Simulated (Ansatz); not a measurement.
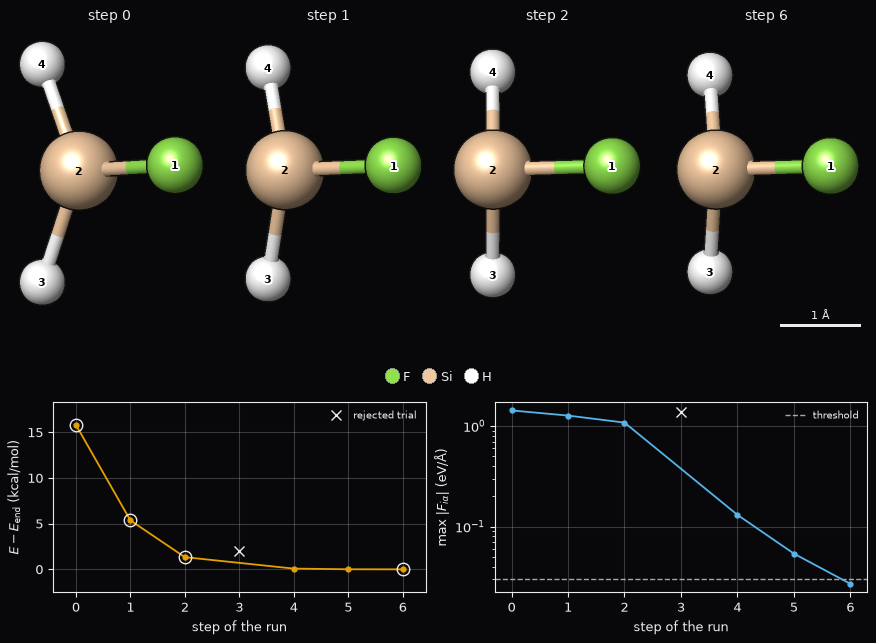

Frames of a relaxation of SiH₂F (multiplicity 2), marked on the history of the run. Style: ball-and-stick. Shown from a free direction.

It is one of the separated reactants of a reaction.

Level of theory: Ansatz, UKS PBE-D4/def2-SVP. Set-up: force threshold 0.03 eV/Å; at most 250 steps.

What happens along the run?

Over 5 accepted moves (6 points after the start) the energy falls by 15.8 kcal/mol. The largest force component goes from 1.4 to 0.027 eV/Å. The line search rejected the trial step at point 3 of the run. Si2 moves most after the best rigid fit: 0.35 Å. By element the largest moves are Si 0.35 Å, H 0.19 Å, F 0.17 Å. Some distances before and after: F1–Si2 1.706 → 1.644 Å, Si2–H3 1.563 → 1.511 Å. Bond angles that change, for instance: H3–Si2–H4 123.8° → 110.7°, F1–Si2–H3 117.9° → 108.4°. From step 0 to 1: Si2 moves most (0.19 Å), energy −10.5 kcal/mol. From step 1 to 2: Si2 moves most (0.19 Å), energy −4.02 kcal/mol. From step 2 to 6: Si2 moves most (0.05 Å), energy −1.34 kcal/mol.

| step | E − E(0), kcal/mol | largest force component, eV/Å | note |
| --- | --- | --- | --- |
| 0 | 0.00 | 1.4312 |  |
| 1 | -10.46 | 1.2716 |  |
| 2 | -14.49 | 1.0832 |  |
| 3 | -13.82 | 1.3890 | rejected |
| 4 | -15.74 | 0.1313 |  |
| 5 | -15.81 | 0.0541 |  |
| 6 | -15.82 | 0.0271 |  |
